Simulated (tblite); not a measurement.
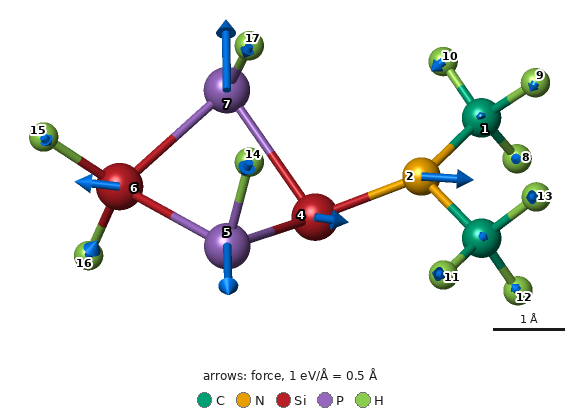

Starting geometry of C₂H₁₀NP₂Si₂ (multiplicity 2) with the computed forces as blue arrows. The picture is a ball-and-stick view, seen from a free direction.

Method: GFN2-xTB geometry optimisation, gas phase in tblite. 

**What follows when this structure is relaxed?**

It isn't relaxed: the largest force vector, on a P atom, is 2.58 eV/Å. The final displacements have little in common with the starting forces (cosine between the two patterns 0.16). An H atom moves most after the best rigid fit: 0.86 Å. Largest moves by element: H 0.86 Å, P 0.54 Å, Si 0.29 Å, N 0.13 Å, C 0.12 Å. Some distances before and after: P–Si 2.224 → 2.330 Å, P–Si 2.204 → 2.260 Å, H–Si 1.495 → 1.459 Å, H–P 1.419 → 1.387 Å. Among the angles between lasting bonds that change: P–Si–P 88.5° → 101.4°, P–Si–P 87.2° → 97.2°, C–N–C 108.3° → 113.3°. After 76 geometry steps the energy has fallen by 15.7 kcal/mol. The run took 0.81 s on 1 thread of Arm Neoverse V1, on a shared host.
